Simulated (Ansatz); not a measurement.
**CO2 (Pa-3): bands and screening cutoff converge together**

Aim: vary empty bands and screening cutoff apart and together in G0W0 on CO2 (Pa-3).

Method: G0W0 on PBE, plane waves, PAW; PAW set soft_1, in Ansatz 0.2.0.

### 1. The structure

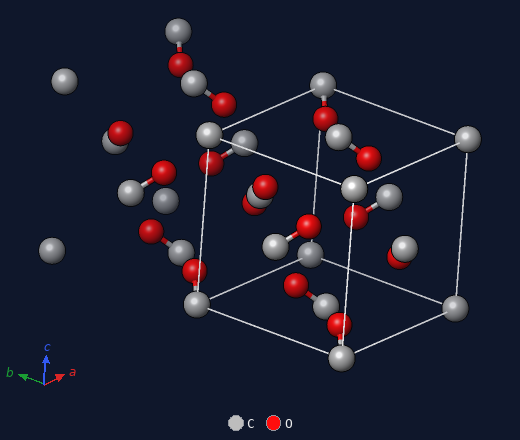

Start, viewed from a free direction; carbon light grey, oxygen red. 1×2×1 cells are drawn. Bonds to atoms that aren't drawn are left out. Some periodic images of atoms are drawn too.

Coordinates:

```cif
data_structure
_symmetry_space_group_name_H-M 'Pa-3'
_symmetry_Int_Tables_number 205
_cell_length_a 5.4971
_cell_length_b 5.4971
_cell_length_c 5.4971
_cell_angle_alpha 90.000
_cell_angle_beta 90.000
_cell_angle_gamma 90.000
_cell_volume 166.11
loop_
_atom_site_label
_atom_site_type_symbol
_atom_site_symmetry_multiplicity
_atom_site_Wyckoff_symbol
_atom_site_fract_x
_atom_site_fract_y
_atom_site_fract_z
_atom_site_occupancy
C1 C 4 a 0.00000 0.00000 0.00000 1
O1 O 8 c 0.12254 0.12254 0.12254 1
```

The cell and positions are those that the Materials Project relaxed with its own functionals (PBE, PBE+U or r2SCAN), kept fixed.

### 2. 133 empty bands, screening to 50 eV

G0W0 replaces the xc potential by the self-energy, built once from these orbitals. Only a window of levels is corrected, while the sums run over the empty bands that the input names. This step takes PAW set soft_1 files.

input.yaml reads:

```yaml
crystal:
  lattice:
    - [5.49707328, 0.0, 0.0]
    - [0.0, 5.49707328, 0.0]
    - [0.0, 0.0, 5.49707328]
  atoms:
    - { symbol: C, position: [0.0, 0.0, 0.0] }
    - { symbol: C, position: [0.5, 0.0, 0.5] }
    - { symbol: C, position: [0.5, 0.5, 0.0] }
    - { symbol: C, position: [0.0, 0.5, 0.5] }
    - { symbol: O, position: [0.12253698, 0.12253698, 0.12253698] }
    - { symbol: O, position: [0.37746302, 0.87746302, 0.62253698] }
    - { symbol: O, position: [0.62253698, 0.37746302, 0.87746302] }
    - { symbol: O, position: [0.87746302, 0.62253698, 0.37746302] }
    - { symbol: O, position: [0.87746302, 0.87746302, 0.87746302] }
    - { symbol: O, position: [0.62253698, 0.12253698, 0.37746302] }
    - { symbol: O, position: [0.37746302, 0.62253698, 0.12253698] }
    - { symbol: O, position: [0.12253698, 0.37746302, 0.62253698] }
kpoints:
  mp_grid: { grid: [2, 2, 2] }
hamiltonian:
  xc: pbe
  pseudopotentials: { kind: paw, azcp: { folder: soft_1 } }
scf:
  occupations: { method: fixed }
gw:
  n_empty_bands: 133
  ecut_chi: 50
  qp_bands: [v4, c4]
  qp_kpoints: band_edges
  screening: { model: contour_deformation }
```

The run is started by

```sh
ansatz run input.yaml --threads 4 --pin off --max-ram 138240MiB --backend cuda --events-out ev --progress --plain --runs-dir out --devices 1 --max-vram 26GiB
```

Numbers of over 12 decimals in the logs are rounded to 6 here.

Output:

```text
GPUs: using 1 of 1 available (devices: 1).
Engine: ansatz 0.2.0, x86_64-unknown-linux-gnu
Pseudopotentials: kind: paw
Pseudopotential: C, paw, valence charge 4, recommended cutoff 420 eV (normal), soft_1/C.paw.azcp
Pseudopotential: O, paw, valence charge 6, recommended cutoff 420 eV (normal), soft_1/O.paw.azcp
Functional definition: PBE
  parameter kappa = 0.804
  parameter beta = 0.066725
  exchange = pbe_x(kappa = kappa, mu = beta*pi^2/3)
  correlation = pbe_c(beta = beta)
device memory: the entry about to start is reckoned to put 3.1 GiB on a device that reports 60.3 GiB free (of which the cap on the GPU budget leaves the run 26.0 GiB)
GPU FFT provider: cuFFT
GPU libraries: cuBLAS 13.8.2, cuFFT 12.4.0, cuSOLVER 12.3.4
Crystal: 12 atoms, lattice volume = 166.110 Å³
Basis set: ecut = 420 eV, 3239 PW (Γ)
Bands: 44, of which v1, the nominal top of the filled ones, is band 32 counted from 1 (31 counted from 0)
Symmetry: 24 space group operations
Space group: Pa-3 (ITA 205), of the structure as read, at distance tolerance 5.5e-5 Å
k-points: 4 of 8
Non-local potential: C, projectors of the file, l = 0: 2, l = 1: 2, l = 2: 1
Non-local potential: O, projectors of the file, l = 0: 2, l = 1: 2, l = 2: 1
PAW form: soft (Blöchl's): semilocal exchange-correlation on the pseudo side does not see the compensation charge
PAW one-centre angular grid: C, 110 points (default); XC on 64 Gauss nodes
PAW one-centre angular grid: O, 110 points (default); XC on 64 Gauss nodes
Initial density: superposition of atomic densities (chi_scale 0.1, normalization cell, long waves kept (reshape's long-wave potential 0.02 eV rms))
Initial wavefunctions: pseudopotential atomic-orbital guess
GPU buffer pool allocated for 64000 grid points (all kernels)
GPU transforms: local potential and band sums: pruned to the plane-wave sphere, on 40×40×40
Functional: x = pbe(κ = 0.804, μ = 0.219515), c = pbe(β = 0.066725)
SCF iter   1: F=—  HF=-5543.038948 eV  |F-HF|=—  |Δ(HF+E_count)|=         —  Δρ=1.00e-1  dr2=1.20e1  ethr=3.10e-3  ⟨swp⟩=4.2  Hψ=617  notcnv=0  defer=21
preconditioner: auto → Resta (q_TF=auto, 2.327 Å⁻¹)  ε∞=2.9  [insulator: Δε(μ)=7.892 eV  Ē_g=16.635 eV  n_scr=32 (ndim 8)  ℏωp=23.0 eV  f_vac=0.064  ε∞_Penn≈2.9]
SCF iter   2: F=—  HF=-5539.931956 eV  |F-HF|=—  |Δ(HF+E_count)|=    3.11e0  Δρ=4.22e-2  dr2=1.60e0  ethr=3.10e-3  ⟨swp⟩=3.0  Hψ=378  notcnv=0  defer=27
SCF iter   3: F=—  HF=-5539.569099 eV  |F-HF|=—  |Δ(HF+E_count)|=   3.63e-1  Δρ=1.69e-2  dr2=3.48e-1  ethr=2.50e-3  ⟨swp⟩=2.2  Hψ=273  notcnv=0  defer=26
SCF iter   4: F=—  HF=-5539.514932 eV  |F-HF|=—  |Δ(HF+E_count)|=   5.42e-2  Δρ=4.24e-3  dr2=1.35e-2  ethr=5.43e-4  ⟨swp⟩=2.2  Hψ=302  notcnv=0  defer=34
SCF iter   5: F=—  HF=-5539.521513 eV  |F-HF|=—  |Δ(HF+E_count)|=   6.58e-3  Δρ=5.36e-4  dr2=4.92e-4  ethr=2.11e-5  ⟨swp⟩=2.5  Hψ=275  notcnv=0  defer=36
SCF iter   6: F=—  HF=-5539.521749 eV  |F-HF|=—  |Δ(HF+E_count)|=   2.35e-4  Δρ=2.13e-4  dr2=4.97e-5  ethr=7.68e-7  ⟨swp⟩=2.0  Hψ=295  notcnv=0  defer=34
SCF iter   7: F=—  HF=-5539.521743 eV  |F-HF|=—  |Δ(HF+E_count)|=   5.63e-6  Δρ=4.16e-5  dr2=2.00e-6  ethr=7.77e-8  ⟨swp⟩=2.0  Hψ=261  notcnv=0  defer=23
SCF iter   8: F=-5539.521743 eV  HF=-5539.521743 eV  |F-HF|=4.72e-9  |Δ(HF+E_count)|=   1.37e-7  Δρ=5.57e-6  dr2=3.36e-8  ethr=1.56e-10  ⟨swp⟩=9.2  Hψ=870  notcnv=0
SCF 1 converged in 8 iterations: F = -5539.521743 eV  dr2 = 3.36e-8
[...]
device memory: the entry about to start is reckoned to put 4.0 GiB on a device that reports 60.3 GiB free (of which the cap on the GPU budget leaves the run 26.0 GiB)
NSCF: frozen V_eff on 4 k-points
[...]
device memory: the entry about to start is reckoned to put 5.2 GiB on a device that reports 60.3 GiB free (of which the cap on the GPU budget leaves the run 26.0 GiB)
NSCF: frozen V_eff on 4 k-points
G₀W₀ screening: q 1/4
[... further progress lines ...]
SCF converged after 8 iterations
Free energy (F): -5539.521743 eV
Harris-Foulkes:  -5539.521743 eV  (|F-HF|=4.72e-9)
Internal energy: -5539.521743 eV  (E = F + TS)
E sigma→0 (E₀):  -5539.521743 eV
Fermi energy:    -1.652434 eV
--- Per-component energies (eV) ---
  E_band       = -568.666331
  E_kinetic    = 1681.072949
  E_local      = -4595.341505  (includes V_loc(G=0)·N_el)
  E_nonlocal   = 519.619979
  E_hartree    = 1573.012233
  E_xc         = -744.552333
  E_vxc        = -939.597522  (∫ρ·V_xc dr)
  E_paw        = -1703.663353  (= ΣΔE_a)
  E_vpaw       = -380.462503  (= ΣTr[D̂ρ^β])
  E_aug_tail   = 0.006180  (compensation charges beyond the density's cutoff)
  E_ewald      = -2269.675893
  E_smearing   = -0.000000  (= −TS)
  E_closure    = -0.000000  (closes the sum)
  Σ components = -5539.521743   (vs F -5539.521743, Δ=0.00e0)
--- Band table (eV) ---
  k-point 0: bands = [... 28 lower, -1.8780, -1.8780, -1.6524, -1.6524, 5.2187, 6.3073, 6.3073, 6.3073, ... 8 higher]
  k-point 1: bands = [... 28 lower, -1.9944, -1.9944, -1.7345, -1.7345, 6.2460, 6.2460, 6.5003, 6.5003, ... 8 higher]
  k-point 2: bands = [... 28 lower, -1.9627, -1.9627, -1.9627, -1.9627, 6.2455, 6.2455, 6.2455, 6.2455, ... 8 higher]
  k-point 3: bands = [... 28 lower, -2.0138, -2.0138, -2.0138, -2.0138, 6.2345, 6.2345, 6.2345, 6.2345, ... 8 higher]
--- G₀W₀: contour deformation, 5 samples at zero and on the imaginary axis and 0 off it, 8 q-points, 133 empty bands' worth ---
  eigenvalues of the whole cell's RPA ε∞ on this k-mesh (on a slab, of 1 + 4πα/V) = 1.9536, 1.9536, 1.9536; static W/v taken at q = 0 is 0.511871
  bands read: the sum over 165 bands ends inside a degenerate multiplet in 4 slots, whose members it reads at an even weight; the widest, k=2: bands 165 to 168 (counted from 1) at 1/4 each
  gw.qp_kpoints: band_edges: 4 of 4 stored k-points solved, in 1 pass; an edge of the gap read off the rows below is read off those points alone
    ik  band        ε_KS         Σx   Σc(E_QP)       V_xc       Z   E_QP_lin       E_QP  E_QP is
     0    29     -1.8780   -25.8760     3.5529   -20.4142  0.8290    -3.8147    -3.7868  root
     0    30     -1.8780   -25.8760     3.5529   -20.4142  0.8290    -3.8147    -3.7868  root
     0    31     -1.6524   -26.2247     3.5400   -20.8407  0.8293    -3.5216    -3.4963  root
     0    32     -1.6524   -26.2247     3.5400   -20.8407  0.8293    -3.5216    -3.4963  root
     0    33      5.2187    -6.4686    -3.1453   -11.2590  0.8835     6.8781     6.8638  root
     0    34      6.3073   -11.0059    -2.8557   -17.3055  0.8531     9.8285     9.7512  root
     0    35      6.3073   -11.0059    -2.8557   -17.3055  0.8531     9.8285     9.7512  root
     0    36      6.3073   -11.0059    -2.8557   -17.3055  0.8531     9.8285     9.7512  root
     1    29     -1.9944   -25.7370     3.5691   -20.2305  0.8287    -3.9609    -3.9317  root
     1    30     -1.9944   -25.7370     3.5691   -20.2305  0.8287    -3.9609    -3.9317  root
     1    31     -1.7345   -26.1261     3.5503   -20.7126  0.8291    -3.6239    -3.5977  root
     1    32     -1.7345   -26.1261     3.5503   -20.7126  0.8291    -3.6239    -3.5977  root
     1    33      6.2460   -10.3299    -2.9087   -16.5599  0.8563     9.6376     9.5673  root
     1    34      6.2460   -10.3299    -2.9087   -16.5599  0.8563     9.6376     9.5673  root
[...]
3    32     -2.0138   -25.6066     3.5539   -20.1052  0.8291    -3.9909    -3.9613  root
     3    33      6.2345   -10.8974    -2.8399   -17.1563  0.8537     9.7287     9.6535  root
     3    34      6.2345   -10.8974    -2.8399   -17.1563  0.8537     9.7287     9.6535  root
     3    35      6.2345   -10.8974    -2.8399   -17.1563  0.8537     9.7287     9.6535  root
     3    36      6.2345   -10.8974    -2.8399   -17.1563  0.8537     9.7287     9.6535  root
```

Wall time 6.1 s (1 × NVIDIA H100 80GB HBM3 (shared by 3 runs) with 4 threads of AMD EPYC 7R13 (Zen 3), shared host); peak memory 1 GiB.

Numbers from this step:

```yaml
bands_summed: 165
rpa_eps_infinity_on_this_mesh_eigenvalues: 1.954, 1.954, 1.954
plane_waves_in_the_screening_matrix: 147
q_points_in_the_mesh: 8
g0w0_gap_on_the_mesh: 10.36 eV
k_of_the_valence_top: 0, 0, 0
k_of_the_conduction_bottom: 0, 0, 0
starting_gap_on_the_mesh: 6.871 eV
z_at_the_valence_top: 0.8293
z_at_the_conduction_bottom: 0.8835
least_direct_g0w0_gap_on_the_computed_points: 10.36 eV
```

The gap on the mesh goes from 6.87 eV to 10.36 eV, a correction of +3.49 eV. Between the two edge states, bare exchange in place of the xc potential would open the gap by 10.17 eV, and correlation takes back 6.69 eV.

### 3. 692 empty bands, screening to 50 eV

Edit input.yaml of step 2 so:

```diff
@@ -26,3 +26,3 @@
 gw:
-  n_empty_bands: 133
+  n_empty_bands: 692
   ecut_chi: 50
```

Output:

```text
GPUs: using 1 of 1 available (devices: 1).
[...]
GPU FFT provider: cuFFT
GPU libraries: cuBLAS 13.8.2, cuFFT 12.4.0, cuSOLVER 12.3.4
Crystal: 12 atoms, lattice volume = 166.110 Å³
Basis set: ecut = 420 eV, 3239 PW (Γ)
Bands: 44, of which v1, the nominal top of the filled ones, is band 32 counted from 1 (31 counted from 0)
Symmetry: 24 space group operations
[...]
k-points: 4 of 8
[...]
0    36      6.3073   -11.0059    -3.1641   -17.3055  0.8524     9.5046     9.4428  root
[...]
3    33      6.2345   -10.8974    -3.1470   -17.1563  0.8530     9.4065     9.3465  root
     3    34      6.2345   -10.8974    -3.1470   -17.1563  0.8530     9.4065     9.3465  root
     3    35      6.2345   -10.8974    -3.1470   -17.1563  0.8530     9.4065     9.3465  root
     3    36      6.2345   -10.8974    -3.1470   -17.1563  0.8530     9.4065     9.3465  root
[key lines of the parts left out:]
SCF converged after 8 iterations
Free energy (F): -5539.521743 eV
Fermi energy:    -1.652434 eV
```

Wall time 7.1 s (1 × NVIDIA H100 80GB HBM3 (shared by 3 runs) with 4 threads); peak memory 1.3 GiB; 9.9 s of CPU time.

Numbers from this step:

| Item | Value |
| --- | --- |
| bands summed | 724 |
| RPA ε∞ on this mesh (eigenvalues) | 1.959, 1.959, 1.959 |
| plane waves in the screening matrix | 147 |
| G0W0 gap on the mesh | 10.27 eV |
| k of the valence top | 0, 0, 0 |
| k of the conduction bottom | 0, 0, 0 |
| starting gap on the mesh | 6.871 eV |
| least direct G0W0 gap on the computed points | 10.27 eV |

Against the run with 2×2×2 mesh, 133 empty bands, screening to 50 eV, PAW set soft_1 files, the gap moves by −0.09 eV.

### 4. 377 empty bands, screening to 100 eV

Another rung: the empty bands reach about as high as the screening cutoff, so the two stay in balance.

Edit input.yaml of step 3 so:

```diff
@@ -26,4 +26,4 @@
 gw:
-  n_empty_bands: 692
-  ecut_chi: 50
+  n_empty_bands: 377
+  ecut_chi: 100
   qp_bands: [v4, c4]
```

Output:

```text
GPUs: using 1 of 1 available (devices: 1).
[...]
GPU FFT provider: cuFFT
GPU libraries: cuBLAS 13.8.2, cuFFT 12.4.0, cuSOLVER 12.3.4
Crystal: 12 atoms, lattice volume = 166.110 Å³
Basis set: ecut = 420 eV, 3239 PW (Γ)
Bands: 44, of which v1, the nominal top of the filled ones, is band 32 counted from 1 (31 counted from 0)
Symmetry: 24 space group operations
[...]
k-points: 4 of 8
[...]
0    36      6.3073   -11.0059    -3.2010   -17.3055  0.8422     9.4652     9.4059  root
[...]
3    33      6.2345   -10.8974    -3.1843   -17.1563  0.8429     9.3668     9.3091  root
     3    34      6.2345   -10.8974    -3.1843   -17.1563  0.8429     9.3668     9.3091  root
     3    35      6.2345   -10.8974    -3.1843   -17.1563  0.8429     9.3668     9.3091  root
     3    36      6.2345   -10.8974    -3.1843   -17.1563  0.8429     9.3668     9.3091  root
[key lines of the parts left out:]
SCF converged after 8 iterations
Free energy (F): -5539.521743 eV
Fermi energy:    -1.652434 eV
```

Wall time 8.1 s (1 × NVIDIA H100 80GB HBM3 (shared by 3 runs) with 4 threads); peak memory 1.1 GiB; 8.7 s of CPU time.

The G0W0 gap on the mesh is 10.419 eV.

### 5. 1959 empty bands, screening to 100 eV

Edit input.yaml of step 4 so:

```diff
@@ -26,3 +26,3 @@
 gw:
-  n_empty_bands: 377
+  n_empty_bands: 1959
   ecut_chi: 100
```

Output:

```text
GPUs: using 1 of 1 available (devices: 1).
[...]
GPU FFT provider: cuFFT
GPU libraries: cuBLAS 13.8.2, cuFFT 12.4.0, cuSOLVER 12.3.4
Crystal: 12 atoms, lattice volume = 166.110 Å³
Basis set: ecut = 420 eV, 3239 PW (Γ)
Bands: 44, of which v1, the nominal top of the filled ones, is band 32 counted from 1 (31 counted from 0)
Symmetry: 24 space group operations
[...]
k-points: 4 of 8
[...]
0    36      6.3073   -11.0059    -3.3763   -17.3055  0.8417     9.2829     9.2306  root
[...]
3    33      6.2345   -10.8974    -3.3584   -17.1563  0.8425     9.1859     9.1351  root
     3    34      6.2345   -10.8974    -3.3584   -17.1563  0.8425     9.1859     9.1351  root
     3    35      6.2345   -10.8974    -3.3584   -17.1563  0.8425     9.1859     9.1351  root
     3    36      6.2345   -10.8974    -3.3584   -17.1563  0.8425     9.1859     9.1351  root
[key lines of the parts left out:]
SCF converged after 8 iterations
Free energy (F): -5539.521743 eV
Fermi energy:    -1.652434 eV
```

Wall time 40 s (1 × NVIDIA H100 80GB HBM3 (shared by 3 runs) with 4 threads); peak memory 2.5 GiB; 1.7 min of CPU time.

The G0W0 gap on the mesh is 10.438 eV.

### 6. 133 empty bands, screening to 150 eV

Edit input.yaml of step 5 so:

```diff
@@ -26,4 +26,4 @@
 gw:
-  n_empty_bands: 1959
-  ecut_chi: 100
+  n_empty_bands: 133
+  ecut_chi: 150
   qp_bands: [v4, c4]
```

Output:

```text
GPUs: using 1 of 1 available (devices: 1).
[...]
GPU FFT provider: cuFFT
GPU libraries: cuBLAS 13.8.2, cuFFT 12.4.0, cuSOLVER 12.3.4
Crystal: 12 atoms, lattice volume = 166.110 Å³
Basis set: ecut = 420 eV, 3239 PW (Γ)
Bands: 44, of which v1, the nominal top of the filled ones, is band 32 counted from 1 (31 counted from 0)
Symmetry: 24 space group operations
[...]
k-points: 4 of 8
[...]
0    36      6.3073   -11.0059    -2.8235   -17.3055  0.8406     9.8612     9.7834  root
[...]
3    33      6.2345   -10.8974    -2.8077   -17.1563  0.8414     9.7613     9.6857  root
     3    34      6.2345   -10.8974    -2.8077   -17.1563  0.8414     9.7613     9.6857  root
     3    35      6.2345   -10.8974    -2.8077   -17.1563  0.8414     9.7613     9.6857  root
     3    36      6.2345   -10.8974    -2.8077   -17.1563  0.8414     9.7613     9.6857  root
[key lines of the parts left out:]
SCF converged after 8 iterations
Free energy (F): -5539.521743 eV
Fermi energy:    -1.652434 eV
```

The job ended after 5.3 s (1 × NVIDIA H100 80GB HBM3 (shared by 3 runs) with 4 threads; peak memory 1.1 GiB).

The G0W0 gap on the mesh is 10.378 eV.

### 7. 692 empty bands, screening to 150 eV

Edit input.yaml of step 6 so:

```diff
@@ -26,3 +26,3 @@
 gw:
-  n_empty_bands: 133
+  n_empty_bands: 692
   ecut_chi: 150
```

Output:

```text
GPUs: using 1 of 1 available (devices: 1).
[...]
GPU FFT provider: cuFFT
GPU libraries: cuBLAS 13.8.2, cuFFT 12.4.0, cuSOLVER 12.3.4
Crystal: 12 atoms, lattice volume = 166.110 Å³
Basis set: ecut = 420 eV, 3239 PW (Γ)
Bands: 44, of which v1, the nominal top of the filled ones, is band 32 counted from 1 (31 counted from 0)
Symmetry: 24 space group operations
[...]
k-points: 4 of 8
[...]
0    36      6.3073   -11.0059    -3.4427   -17.3055  0.8384     9.2135     9.1642  root
[...]
3    33      6.2345   -10.8974    -3.4242   -17.1563  0.8392     9.1170     9.0692  root
     3    34      6.2345   -10.8974    -3.4242   -17.1563  0.8392     9.1170     9.0692  root
     3    35      6.2345   -10.8974    -3.4242   -17.1563  0.8392     9.1170     9.0692  root
     3    36      6.2345   -10.8974    -3.4242   -17.1563  0.8392     9.1170     9.0692  root
[key lines of the parts left out:]
SCF converged after 8 iterations
Free energy (F): -5539.521743 eV
Fermi energy:    -1.652434 eV
```

Wall time 11 s (1 × NVIDIA H100 80GB HBM3 (shared by 3 runs) with 4 threads); peak memory 1.4 GiB; 13 s of CPU time.

The G0W0 gap on the mesh is 10.546 eV.

[end of part 1 of 2]

[Paths, hosts, dates, memory and timing lines, banners, echoed tables and standing remarks are left out of the program output.]

[Logs are printed without paths, hosts, clocks, repeated set-up lines and the standing remarks that a program may print on its own settings, such as how far it seeks lower states.]

[Runs of the session that timed out or met a known fault of the program may be left out.]

[Cells called generated may have been cut or substituted from an entry of the Crystallography Open Database or the Materials Project.]

[Hosts, paths, dates, database ids (printed as entryN), source tags and the programs' standing remarks are cut or masked in the printed files.]
